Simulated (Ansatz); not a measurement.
# BH3O2: small, medium and large basis sets

Aim: see how fast density functionals converge with the basis set for BH3O2.

Method: one geometry, several basis sets; program: Ansatz 0.2.0, Gaussian basis.

Levels to be run: PBE0-D4/def2-SVP; ωB97M-V/def2-SVP; PBE0-D4/def2-QZVPP; ωB97M-V/def2-QZVPP; the functionals' def2-TZVPP values are taken from earlier runs.

## (1) Structure used throughout

The geometry comes from an earlier relaxation with PBE0-D4 in a triple-zeta def2 set; it is a stationary point.

SMILES `OBO`, 6 atoms, charge 0, spin multiplicity 1.

Atoms are counted from 1 here; the program's logs count them from 0.

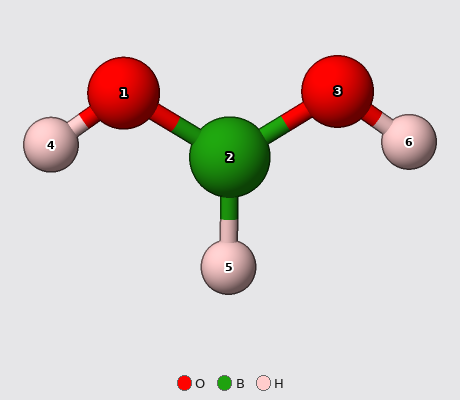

The geometry (oxygen red, boron green, hydrogen pink); atoms are numbered from 1 in the order of the file.

## (2) PBE0-D4 in def2-SVP

in.yaml

```yaml
crystal:
  periodic: [false, false, false]
  atoms:
    - {symbol: O, position_ang: [-1.176211, -0.524494, -0.251839]}
    - {symbol: B, position_ang: [0.049477, 0.028108, -0.072891]}
    - {symbol: O, position_ang: [0.580607, -0.053848, 1.172455]}
    - {symbol: H, position_ang: [-1.494726, -0.433523, -1.150617]}
    - {symbol: H, position_ang: [0.637775, 0.565587, -0.976143]}
    - {symbol: H, position_ang: [1.445180, 0.354069, 1.232835]}
basis:
  gaussian: {orbitals: def2-SVP}
hamiltonian: {xc: pbe0, dispersion: d4}
output: {orbitals: {seedname: orbitals}}
```

After this run come: ωB97M-V in def2-SVP; PBE0-D4 in def2-QZVPP; ωB97M-V in def2-QZVPP.

Q: Predict the results of all the runs planned. Wanted: PBE0-D4: double and triple zeta above quadruple; ωB97M-V: double and triple zeta above quadruple.

As calculated:

| quantity | value |
| --- | --- |
| PBE0-D4: double and triple zeta above quadruple | 6.12, 0.29 eV |
| ωB97M-V: double and triple zeta above quadruple | 6.26, 0.28 eV |

What this shows: For PBE0-D4 the step from double to triple zeta gains 5.82 eV and the next only 0.29 eV. These are total energies; as a rule much of such shifts cancels in differences, which this series doesn't test. The LUMO of ωB97M-V is positive and keeps falling with the basis (3.47 to 1.72 eV): an unbound level that the basis holds in place.
